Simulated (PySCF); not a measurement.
## SiH3OF: molecular dynamics (part 3 of 3)

Continued. System: SiH3OF, SMILES O[SiH2]F. Method: PBE0/6-311G**, RKS (PySCF 2.14.0). The geometry comes from this level: PBE0-D4/def2-TZVP.

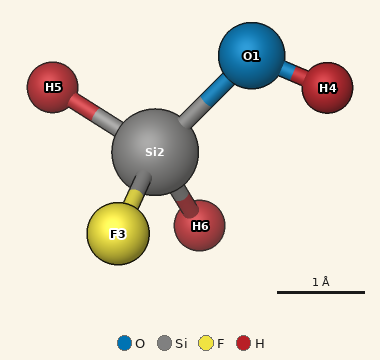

*The geometry at step 12 of the log (ball-and-stick view, seen at an oblique angle; atoms are numbered from 1 in the order of the input).*

**Output, continued**
```
----------------------------------------------
----------- NVTBerendson final geometry -----------
         x                y                z
0 O    -1.6550091210    -0.5337000208    -1.8025324126
1 Si     0.7689240924     0.0297145780     0.1767408006
2 F     0.3663774232    -1.8207729082     2.6559610329
3 H    -3.0375361918     0.5907458810    -1.3628105597
4 H     3.1444865584    -0.7939337403    -1.1261686706
5 H     0.9449383555     2.7574671952     0.9796658217
----------------------------------------------
------------ NVTBerendson final velocity -----------
         x                y                z
0 O    -0.0000386527    -0.0003004713    -0.0000558024
1 Si     0.0001223501     0.0000567621    -0.0001719515
2 F     0.0000828435    -0.0001390517    -0.0001145087
3 H     0.0002058853     0.0004943077    -0.0005474348
4 H     0.0003408877     0.0001001214    -0.0001166959
5 H    -0.0001873502     0.0002552026    -0.0002435931
----------------------------------------------
Ekin =   0.0040955886680
Epot = -466.2107020288541
Etot = -466.2066064401861

BOMD Time 434.70
converged SCF energy = -466.210445615947
--------------- DFRKS_Scanner gradients ---------------
         x                y                z
0 O    -0.0082901572    -0.0218048773    -0.0202116917
1 Si     0.0055012098     0.0222288537     0.0019740643
2 F    -0.0047333373    -0.0189873980     0.0156275760
3 H    -0.0045874713     0.0107723338     0.0071129516
4 H     0.0075021427    -0.0018011217    -0.0041339420
5 H     0.0045178974     0.0095073142    -0.0002588661
----------------------------------------------
----------- NVTBerendson final geometry -----------
         x                y                z
0 O    -1.6557629189    -0.5399068146    -1.8035670458
1 Si     0.7714923460     0.0308249397     0.1730920352
2 F     0.3681581370    -1.8236017933     2.6534451782
3 H    -3.0327597202     0.6000600551    -1.3752048145
4 H     3.1508630373    -0.7916219959    -1.1281754826
5 H     0.9404393819     2.7618052066     0.9745542990
----------------------------------------------
------------ NVTBerendson final velocity -----------
         x                y                z
0 O    -0.0000334726    -0.0002921049    -0.0000428076
1 Si     0.0001229538     0.0000491294    -0.0001766695
2 F     0.0000874394    -0.0001309866    -0.0001262093
3 H     0.0002565919     0.0003892718    -0.0006388286
4 H     0.0002657775     0.0001218255    -0.0000736580
5 H    -0.0002427943     0.0001560042    -0.0002454751
----------------------------------------------
Ekin =   0.0040251082599
Epot = -466.2104456159468
Etot = -466.2064205076869

BOMD Time 455.40
converged SCF energy = -466.21028466384
--------------- DFRKS_Scanner gradients ---------------
         x                y                z
0 O    -0.0087893717    -0.0221472546    -0.0201367282
1 Si     0.0063430749     0.0229484063     0.0014675193
2 F    -0.0049812332    -0.0195318196     0.0161853596
3 H    -0.0045997898     0.0109058624     0.0069493323
4 H     0.0075287838    -0.0018463669    -0.0041298115
5 H     0.0044091076     0.0095861670    -0.0002268662
----------------------------------------------
----------- NVTBerendson final geometry -----------
         x                y                z
0 O    -1.6564108263    -0.5459322811    -1.8043250357
1 Si     0.7740729362     0.0317719337     0.1693425438
2 F     0.3700390585    -1.8262581368     2.6506758607
3 H    -3.0267910818     0.6070471270    -1.3895623117
4 H     3.1556163252    -0.7888321450    -1.1292531908
5 H     0.9347710399     2.7640000689     0.9693862440
----------------------------------------------
------------ NVTBerendson final velocity -----------
         x                y                z
0 O    -0.0000281799    -0.0002832236    -0.0000294698
1 Si     0.0001233789     0.0000410912    -0.0001814327
2 F     0.0000923544    -0.0001224886    -0.0001386206
3 H     0.0003142539     0.0002760992    -0.0007327495
4 H     0.0001872124     0.0001451773    -0.0000287970
5 H    -0.0002986726     0.0000520262    -0.0002483864
----------------------------------------------
Ekin =   0.0040518509666
Epot = -466.2102846638402
Etot = -466.2062328128736

BOMD Time 476.10
converged SCF energy = -466.210224063257
--------------- DFRKS_Scanner gradients ---------------
         x                y                z
0 O    -0.0102329647    -0.0215888108    -0.0196903091
1 Si     0.0074760046     0.0237689886     0.0008853292
2 F    -0.0052150777    -0.0199905123     0.0166625144
3 H    -0.0036250858     0.0101770564     0.0064761125
4 H     0.0072492947    -0.0017890572    -0.0039507944
5 H     0.0042589545     0.0093374415    -0.0002755581
----------------------------------------------
----------- NVTBerendson final geometry -----------
         x                y                z
0 O    -1.6569428206    -0.5517654956    -1.8048009587
1 Si     0.7766582676     0.0325454448     0.1654953794
2 F     0.3720250531    -1.8287304360     2.6476410822
3 H    -3.0196017873     0.6116204325    -1.4058853160
4 H     3.1587016918    -0.7855433660    -1.1293812242
5 H     0.9279338449     2.7639835647     0.9641542655
----------------------------------------------
------------ NVTBerendson final velocity -----------
         x                y                z
0 O    -0.0000220678    -0.0002741343    -0.0000160019
1 Si     0.0001233780     0.0000325439    -0.0001860330
2 F     0.0000975003    -0.0001134604    -0.0001515874
3 H     0.0003677316     0.0001635980    -0.0008250355
4 H     0.0001082110     0.0001689573     0.0000160725
5 H    -0.0003542930    -0.0000534018    -0.0002512002
----------------------------------------------
Ekin =   0.0041766383600
Epot = -466.2102240632572
Etot = -466.2060474248972

BOMD Time 496.80
converged SCF energy = -466.210248578407
--------------- DFRKS_Scanner gradients ---------------
         x                y                z
0 O    -0.0125301058    -0.0201662570    -0.0189262085
1 Si     0.0088967976     0.0246819652     0.0002352810
2 F    -0.0054344091    -0.0203593441     0.0170543093
3 H    -0.0017555775     0.0086267590     0.0057477168
4 H     0.0066656105    -0.0016302915    -0.0036001751
5 H     0.0040696368     0.0087624900    -0.0004052509
----------------------------------------------
----------- NVTBerendson final geometry -----------
         x                y                z
0 O    -1.6573342285    -0.5574031437    -1.8049946173
1 Si     0.7792355597     0.0331336976     0.1615581869
2 F     0.3741188575    -1.8310057702     2.6443328465
3 H    -3.0114037376     0.6138927122    -1.4240850581
4 H     3.1601443028    -0.7817623057    -1.1285806550
5 H     0.9199460199     2.7617655259     0.9588750364
----------------------------------------------
------------ NVTBerendson final velocity -----------
         x                y                z
0 O    -0.0000144607    -0.0002651916    -0.0000026371
1 Si     0.0001227013     0.0000234089    -0.0001902503
2 F     0.0001027741    -0.0001038350    -0.0001649149
3 H     0.0004059315     0.0000611712    -0.0009115956
4 H     0.0000321392     0.0001918445     0.0000589572
5 H    -0.0004088125    -0.0001565170    -0.0002527522
----------------------------------------------
Ekin =   0.0043805771710
Epot = -466.2102485784073
Etot = -466.2058680012364
time (au)  E_pot  E_kin  E_tot
     0.0   -466.21516296   0.00608337   -466.20907958
    20.7   -466.21517106   0.00619421   -466.20897685
    41.4   -466.21509956   0.00622183   -466.20887773
    62.1   -466.21497144   0.00619206   -466.20877938
    82.8   -466.21481612   0.00613601   -466.20868011
   103.5   -466.21465856   0.00607924   -466.20857932
   124.2   -466.21451123   0.00603410   -466.20847713
   144.9   -466.21437156   0.00599778   -466.20837378
   165.6   -466.21422549   0.00595636   -466.20826913
   186.3   -466.21405553   0.00589314   -466.20816239
   207.0   -466.21384985   0.00579753   -466.20805232
   227.7   -466.21360769   0.00567002   -466.20793767
   248.4   -466.21333821   0.00552061   -466.20781760
   269.1   -466.21305329   0.00536152   -466.20769177
   289.8   -466.21275906   0.00519905   -466.20756000
   310.5   -466.21245220   0.00503035   -466.20742185
   331.2   -466.21212405   0.00484763   -466.20727642
   351.9   -466.21176992   0.00464736   -466.20712256
   372.6   -466.21139776   0.00443835   -466.20695941
   393.3   -466.21103066   0.00424372   -466.20678695
   414.0   -466.21070203   0.00409559   -466.20660644
   434.7   -466.21044562   0.00402511   -466.20642051
   455.4   -466.21028466   0.00405185   -466.20623281
   476.1   -466.21022406   0.00417664   -466.20604742
   496.8   -466.21024858   0.00438058   -466.20586800
```

**Trajectory as extended XYZ (Å, eV, eV/Å), 25 frames, from step=0 to step=24**
```
6
Properties=species:S:1:pos:R:3 step=0 time_fs=0.0 energy=-12686.36087
O    -0.8535   -0.2092   -0.9241
Si    0.3783   -0.0093    0.1239
F     0.1808   -0.9228    1.4178
H    -1.7142    0.1502   -0.7056
H     1.5956   -0.4585   -0.5758
H     0.4551    1.3856    0.6176
6
Properties=species:S:1:pos:R:3 step=1 time_fs=0.5 energy=-12686.36109
O    -0.8545   -0.2131   -0.9260
Si    0.3798   -0.0078    0.1227
F     0.1814   -0.9249    1.4172
H    -1.7117    0.1616   -0.7024
H     1.5943   -0.4545   -0.5739
H     0.4593    1.3845    0.6098
6
Properties=species:S:1:pos:R:3 step=2 time_fs=1.0 energy=-12686.35915
O    -0.8556   -0.2169   -0.9279
Si    0.3813   -0.0063    0.1214
F     0.1819   -0.9270    1.4167
H    -1.7087    0.1727   -0.6993
H     1.5932   -0.4506   -0.5721
H     0.4636    1.3837    0.6020
6
Properties=species:S:1:pos:R:3 step=3 time_fs=1.5 energy=-12686.35566
O    -0.8567   -0.2208   -0.9298
Si    0.3828   -0.0047    0.1202
F     0.1825   -0.9291    1.4163
H    -1.7049    0.1834   -0.6967
H     1.5924   -0.4468   -0.5705
H     0.4678    1.3834    0.5945
6
Properties=species:S:1:pos:R:3 step=4 time_fs=2.0 energy=-12686.35144
O    -0.8580   -0.2246   -0.9316
Si    0.3843   -0.0031    0.1188
F     0.1831   -0.9313    1.4158
H    -1.6999    0.1936   -0.6944
H     1.5922   -0.4431   -0.5693
H     0.4719    1.3836    0.5871
6
Properties=species:S:1:pos:R:3 step=5 time_fs=2.5 energy=-12686.34715
O    -0.8593   -0.2285   -0.9335
Si    0.3859   -0.0016    0.1175
F     0.1836   -0.9335    1.4154
H    -1.6938    0.2030   -0.6927
H     1.5927   -0.4398   -0.5686
H     0.4760    1.3846    0.5801
6
Properties=species:S:1:pos:R:3 step=6 time_fs=3.0 energy=-12686.34314
O    -0.8607   -0.2322   -0.9353
Si    0.3874   -0.0001    0.1161
F     0.1842   -0.9357    1.4150
H    -1.6865    0.2118   -0.6915
H     1.5939   -0.4367   -0.5682
H     0.4799    1.3864    0.5735
6
Properties=species:S:1:pos:R:3 step=7 time_fs=3.5 energy=-12686.33934
O    -0.8622   -0.2360   -0.9371
Si    0.3889    0.0014    0.1147
F     0.1848   -0.9379    1.4146
H    -1.6782    0.2198   -0.6909
H     1.5959   -0.4340   -0.5684
H     0.4837    1.3891    0.5672
6
Properties=species:S:1:pos:R:3 step=8 time_fs=4.0 energy=-12686.33536
O    -0.8637   -0.2397   -0.9388
Si    0.3904    0.0029    0.1133
F     0.1853   -0.9401    1.4142
H    -1.6692    0.2272   -0.6909
H     1.5989   -0.4316   -0.5692
H     0.4872    1.3926    0.5614
6
Properties=species:S:1:pos:R:3 step=9 time_fs=4.5 energy=-12686.33074
O    -0.8652   -0.2433   -0.9405
Si    0.3918    0.0043    0.1118
F     0.1859   -0.9424    1.4138
H    -1.6599    0.2341   -0.6914
H     1.6026   -0.4297   -0.5704
H     0.4905    1.3971    0.5561
6
Properties=species:S:1:pos:R:3 step=10 time_fs=5.0 energy=-12686.32514
O    -0.8667   -0.2469   -0.9421
Si    0.3933    0.0057    0.1104
F     0.1865   -0.9445    1.4134
H    -1.6507    0.2408   -0.6923
H     1.6072   -0.4280   -0.5721
H     0.4936    1.4022    0.5512
6
Properties=species:S:1:pos:R:3 step=11 time_fs=5.5 energy=-12686.31855
O    -0.8681   -0.2506   -0.9437
Si    0.3947    0.0070    0.1088
F     0.1872   -0.9467    1.4129
H    -1.6421    0.2474   -0.6935
H     1.6124   -0.4267   -0.5742
H     0.4963    1.4080    0.5468
6
Properties=species:S:1:pos:R:3 step=12 time_fs=6.0 energy=-12686.31122
O    -0.8694   -0.2542   -0.9452
Si    0.3961    0.0083    0.1073
F     0.1878   -0.9488    1.4123
H    -1.6343    0.2542   -0.6950
H     1.6182   -0.4257   -0.5766
H     0.4986    1.4143    0.5427
6
Properties=species:S:1:pos:R:3 step=13 time_fs=6.5 energy=-12686.30347
O    -0.8707   -0.2578   -0.9466
Si    0.3975    0.0094    0.1057
F     0.1884   -0.9508    1.4118
H    -1.6277    0.2613   -0.6968
H     1.6243   -0.4249   -0.5793
H     0.5006    1.4209    0.5390
6
Properties=species:S:1:pos:R:3 step=14 time_fs=7.0 energy=-12686.29546
O    -0.8717   -0.2614   -0.9479
Si    0.3988    0.0106    0.1041
F     0.1891   -0.9529    1.4111
H    -1.6224    0.2687   -0.6988
H     1.6307   -0.4242   -0.5821
H     0.5021    1.4276    0.5356
6
Properties=species:S:1:pos:R:3 step=15 time_fs=7.5 energy=-12686.28711
O    -0.8727   -0.2650   -0.9492
Si    0.4002    0.0116    0.1024
F     0.1898   -0.9548    1.4104
H    -1.6183    0.2764   -0.7011
H     1.6372   -0.4237   -0.5849
H     0.5031    1.4342    0.5324
6
Properties=species:S:1:pos:R:3 step=16 time_fs=8.0 energy=-12686.27818
O    -0.8735   -0.2685   -0.9503
Si    0.4015    0.0126    0.1007
F     0.1906   -0.9567    1.4096
H    -1.6153    0.2843   -0.7038
H     1.6434   -0.4231   -0.5876
H     0.5036    1.4406    0.5294
6
Properties=species:S:1:pos:R:3 step=17 time_fs=8.5 energy=-12686.26854
O    -0.8742   -0.2721   -0.9514
Si    0.4029    0.0135    0.0990
F     0.1913   -0.9585    1.4087
H    -1.6130    0.2922   -0.7071
H     1.6494   -0.4226   -0.5902
H     0.5036    1.4464    0.5266
6
Properties=species:S:1:pos:R:3 step=18 time_fs=9.0 energy=-12686.25842
O    -0.8748   -0.2756   -0.9523
Si    0.4042    0.0143    0.0972
F     0.1921   -0.9603    1.4078
H    -1.6112    0.2997   -0.7109
H     1.6549   -0.4219   -0.5925
H     0.5030    1.4515    0.5238
6
Properties=species:S:1:pos:R:3 step=19 time_fs=9.5 energy=-12686.24843
O    -0.8753   -0.2791   -0.9532
Si    0.4055    0.0151    0.0954
F     0.1930   -0.9619    1.4067
H    -1.6094    0.3066   -0.7156
H     1.6598   -0.4211   -0.5944
H     0.5018    1.4558    0.5211
6
Properties=species:S:1:pos:R:3 step=20 time_fs=10.0 energy=-12686.23948
O    -0.8758   -0.2824   -0.9539
Si    0.4069    0.0157    0.0935
F     0.1939   -0.9635    1.4055
H    -1.6074    0.3126   -0.7212
H     1.6640   -0.4201   -0.5959
H     0.5000    1.4592    0.5184
6
Properties=species:S:1:pos:R:3 step=21 time_fs=10.5 energy=-12686.23251
O    -0.8762   -0.2857   -0.9544
Si    0.4083    0.0163    0.0916
F     0.1948   -0.9650    1.4041
H    -1.6049    0.3175   -0.7277
H     1.6674   -0.4189   -0.5970
H     0.4977    1.4615    0.5157
6
Properties=species:S:1:pos:R:3 step=22 time_fs=11.0 energy=-12686.22813
O    -0.8765   -0.2889   -0.9548
Si    0.4096    0.0168    0.0896
F     0.1958   -0.9664    1.4027
H    -1.6017    0.3212   -0.7353
H     1.6699   -0.4174   -0.5976
H     0.4947    1.4626    0.5130
6
Properties=species:S:1:pos:R:3 step=23 time_fs=11.5 energy=-12686.22648
O    -0.8768   -0.2920   -0.9551
Si    0.4110    0.0172    0.0876
F     0.1969   -0.9677    1.4011
H    -1.5979    0.3237   -0.7440
H     1.6715   -0.4157   -0.5976
H     0.4910    1.4626    0.5102
6
Properties=species:S:1:pos:R:3 step=24 time_fs=12.0 energy=-12686.22715
O    -0.8770   -0.2950   -0.9552
Si    0.4124    0.0175    0.0855
F     0.1980   -0.9689    1.3993
H    -1.5936    0.3249   -0.7536
H     1.6723   -0.4137   -0.5972
H     0.4868    1.4615    0.5074
```

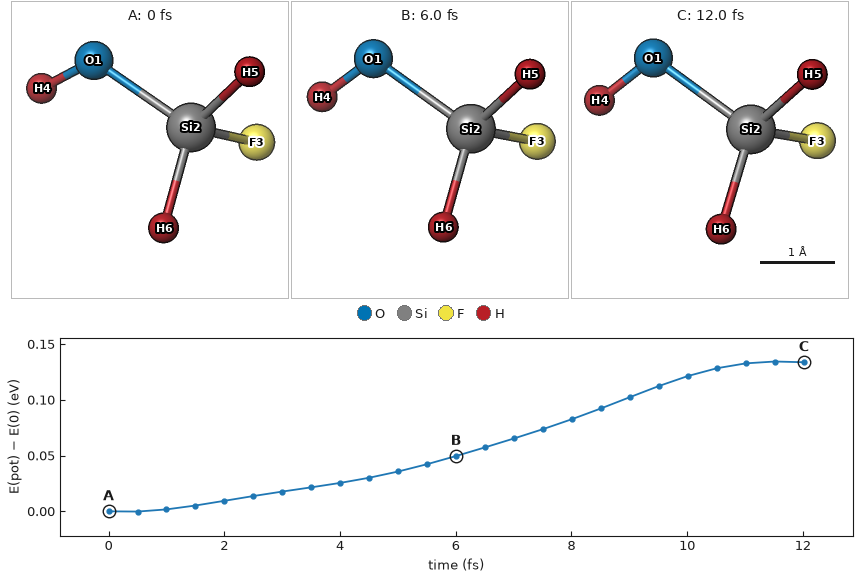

*Frames of the molecular dynamics (ball-and-stick, seen at a tilt) above the curves, on which the letters mark them.*

The trajectory kept here has 25 frames over 12.017 fs. The potential energy ends 0.134 eV above its first value. After an unweighted best fit of the last frame on the first, the root-mean-square displacement is 0.10 Å.

The run was set up as follows.

**Input file (run.py)**
```python
import numpy
from pyscf import gto, dft
from pyscf import md
from rdkit import Chem

rd = Chem.MolFromMolFile('mol.sdf', removeHs=False, sanitize=False)
xyz = rd.GetConformer().GetPositions()
geom = [(a.GetSymbol(), tuple(x)) for a, x in zip(rd.GetAtoms(), xyz)]
for s, x in geom:
    print('%-2s %12.6f %12.6f %12.6f' % (s, *x))

mol = gto.Mole()
mol.atom = geom
mol.max_memory = 1860
mol.basis = '6-311g**'
mol.verbose = 3
mol.build()

mf = dft.RKS(mol, xc='pbe0')
mf = mf.density_fit(auxbasis='cc-pvdz-jkfit')
veloc = md.distributions.MaxwellBoltzmannVelocity(mol, T=300, rng=numpy.random.default_rng(725))
frames = []
dyn = md.integrators.NVTBerendson(mf.nuc_grad_method().as_scanner(), dt=20.7, steps=25, veloc=veloc, T=300, taut=500, incore_anyway=True, frames=frames)
dyn.run()
print('time (au)  E_pot  E_kin  E_tot')
for f in frames:
    print('%8.1f %15.8f %12.8f %15.8f' % (f.time, f.epot, f.ekin, f.etot))
```

**File mol.sdf**
```

     RDKit          3D

  6  5  0  0  0  0  0  0  0  0999 V2000
   -0.8535   -0.2092   -0.9241 O   0  0  0  0  0  0  0  0  0  0  0  0
    0.3783   -0.0093    0.1239 Si  0  0  0  0  0  4  0  0  0  0  0  0
    0.1808   -0.9228    1.4178 F   0  0  0  0  0  0  0  0  0  0  0  0
   -1.7142    0.1502   -0.7056 H   0  0  0  0  0  0  0  0  0  0  0  0
    1.5956   -0.4585   -0.5758 H   0  0  0  0  0  0  0  0  0  0  0  0
    0.4551    1.3856    0.6176 H   0  0  0  0  0  0  0  0  0  0  0  0
  2  1  1  0
  3  2  1  0
  4  1  1  0
  5  2  1  0
  6  2  1  0
M  END
$$$$
```

Command:
```bash
OMP_NUM_THREADS=1 python run.py
```

**Results in brief**

```json
{"quantity": "outcome", "value": "finished"}
{"quantity": "trajectory", "value": "25 frames kept, 12.017 fs"}
{"quantity": "basis functions (step not recorded)", "value": "80"}
{"quantity": "hardware", "value": "1 thread of Arm Neoverse V1, 24 GiB of memory available, shared host"}
{"quantity": "wall time", "value": "1.8 min"}
{"quantity": "peak memory", "value": "0.8 GiB"}
```

**Remarks**

So short a trajectory is not equilibrated.
